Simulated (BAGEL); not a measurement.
**SiO2 (silicon dioxide molecule): HF/STO-3G (density fitting with cc-pvqz-jkfit)**

Aim: the vertical ionisation energy of SiO2 (silicon dioxide molecule) at HF/STO-3G (density fitting with cc-pvqz-jkfit), from 2 runs. 

Program for the calculation: BAGEL 1.2.2.

2 further runs of the same task are left out: 2 that didn't finish. Runs told in other sessions of the task aren't counted.

### 1 Starting point

SiO2: 3 atoms, total charge 0, spin state singlet. SMILES: `O=[Si]=O`. The coordinates come from a PBE0-D4/def2-TZVP relaxation.

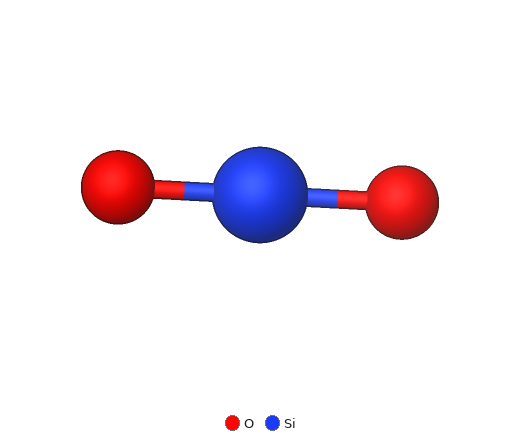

Viewed from a chosen angle; oxygen red, silicon blue.

### 2 The energy at HF/STO-3G (density fitting with cc-pvqz-jkfit)

The input, input.json:

```json
{ "bagel": [

{
  "title": "molecule",
  "basis": "sto-3g",
  "df_basis": "cc-pvqz-jkfit",
  "angstrom": true,
  "geometry": [
    { "atom": "O", "xyz": [    0.697730,    1.229600,    0.518760 ] },
    { "atom": "Si", "xyz": [   -0.000010,    0.000000,    0.000000 ] },
    { "atom": "O", "xyz": [   -0.697730,   -1.229610,   -0.518760 ] }
  ]
},
{ "title": "hf" },
{ "title": "print", "file": "orbitals.molden", "orbitals": true }

]}
```

On the command line:

```
$ BAGEL_NUM_THREADS=1 BAGEL input.json > input.out
```

Standard output:

```text
* using 1 threads per process

  ===============================================================
  ===============================================================

  *** Geometry ***

  { "atom" : "O", "xyz" : [      1.318519,      2.323607,      0.980314 ] },
  { "atom" : "Si", "xyz" : [     -0.000019,      0.000000,      0.000000 ] },
  { "atom" : "O", "xyz" : [     -1.318519,     -2.323626,     -0.980314 ] },

  Number of auxiliary basis functions:      360

  Since a DF basis is specified, we compute 2- and 3-index integrals:
    o Being stored without compression. Storage requirement is 0.001 GB

  Number of basis functions:       19
  Number of electrons      :       30

    * METHOD: MOLECULE                             0.07

  *** RHF ***

  === Nuclear Repulsion ===
    89.9564389481

      * DIIS with orbital gradients will be used.

  === RHF iteration (sto-3g) ===
      0       -432.90560289          0.04336616           0.01
      1       -433.04719965          0.03067280           0.01
      2       -433.13626907          0.00092698           0.01
      3       -433.13650386          0.00028700           0.01
      4       -433.13653149          0.00010320           0.01
      5       -433.13653502          0.00000418           0.01
      6       -433.13653502          0.00000087           0.01
      7       -433.13653502          0.00000059           0.01
      8       -433.13653502          0.00000019           0.01
      9       -433.13653502          0.00000003           0.01
     10       -433.13653502          0.00000000           0.01
    * SCF iteration converged.

    * Permanent dipole moment:
           (    0.000015,    -0.000007,     0.000000) a.u.

    * METHOD: HF                                   0.09

    * METHOD: PRINT                                0.00

  ===============================================================
```

Run time: 0.32 s. Hardware: 1 thread of Arm Neoverse V2, shared host; peak memory 0.083 GiB.

### 3 The doublet cation, same level

The input, input.json:

```json
{ "bagel" : [

{
  "title" : "molecule",
  "basis" : "sto-3g",
  "df_basis" : "cc-pvqz-jkfit",
  "angstrom" : true,
  "geometry" : [
    { "atom" : "O", "xyz" : [    0.697730,    1.229600,    0.518760 ] },
    { "atom" : "Si", "xyz" : [   -0.000010,    0.000000,    0.000000 ] },
    { "atom" : "O", "xyz" : [   -0.697730,   -1.229610,   -0.518760 ] }
  ]
},
{
  "title" : "uhf",
  "charge" : 1,
  "nopen" : 1
},
{
  "title" : "print",
  "file" : "orbitals.molden",
  "orbitals" : true
}

]}
```

On the command line:

```
$ BAGEL_NUM_THREADS=1 BAGEL input.json > input.out
```

Standard output:

```text
* using 1 threads per process

  ===============================================================
  ===============================================================

  *** Geometry ***

  { "atom" : "O", "xyz" : [      1.318519,      2.323607,      0.980314 ] },
  { "atom" : "Si", "xyz" : [     -0.000019,      0.000000,      0.000000 ] },
  { "atom" : "O", "xyz" : [     -1.318519,     -2.323626,     -0.980314 ] },

  Number of auxiliary basis functions:      360

  Since a DF basis is specified, we compute 2- and 3-index integrals:
    o Being stored without compression. Storage requirement is 0.001 GB

  Number of basis functions:       19
  Number of electrons      :       30

    * METHOD: MOLECULE                             0.07

  *** Open-shell HF ***

  === Nuclear Repulsion ===
    89.9564389481

      * DIIS with orbital gradients will be used.

  === UHF iteration (sto-3g) ===
      0       -432.75602050          0.06123116           0.01
      1       -432.88633268          0.03970016           0.01
      2       -432.93080093          0.01805163           0.01
      3       -432.94610529          0.00330923           0.01
      4       -432.95524057          0.00058661           0.01
      5       -432.95598257          0.00017639           0.02
      6       -432.95619694          0.00008448           0.01
      7       -432.95627924          0.00001826           0.01
      8       -432.95628950          0.00001052           0.01
      9       -432.95629162          0.00000236           0.01
     10       -432.95629170          0.00000090           0.01
     11       -432.95629171          0.00000030           0.01
     12       -432.95629171          0.00000010           0.01
     13       -432.95629171          0.00000002           0.02
     14       -432.95629171          0.00000001           0.01
    * SCF iteration converged.

    * S^2 (UHF) is 1.2258

    * Permanent dipole moment:
           (    0.000016,    -0.000011,     0.000001) a.u.

    * METHOD: UHF                                  0.21

    * METHOD: PRINT                                0.00

  ===============================================================
```

It took 0.44 s on 1 thread of Arm Neoverse V2, shared host; peak memory 0.14 GiB.

### 4 Summary of results

Level: HF/STO-3G (density fitting with cc-pvqz-jkfit).

| quantity | value |
| --- | --- |
| singlet SiO2: total energy | -433.13654 Eh |
| singlet SiO2: dipole moment | 0.00 D |
| singlet SiO2: HOMO energy | -7.80 eV |
| singlet SiO2: LUMO energy | 8.03 eV |
| singlet SiO2: HOMO–LUMO gap | 15.84 eV |
| doublet cation: total energy | -432.95629 Eh |
| doublet cation: ⟨S²⟩ | 1.226 |
| vertical ionisation energy (to the doublet cation) | 4.905 eV |

The vertical ionisation energy comes to 4.90 eV (473 kJ/mol). −ε(HOMO) before ionisation, 7.80 eV, is 2.90 eV above this ionisation energy. In a minimal basis such a difference can be off by several eV, whatever the method. ⟨S²⟩ (doublet cation) is 1.23 where a pure doublet has 0.75: the reference is spin-contaminated.
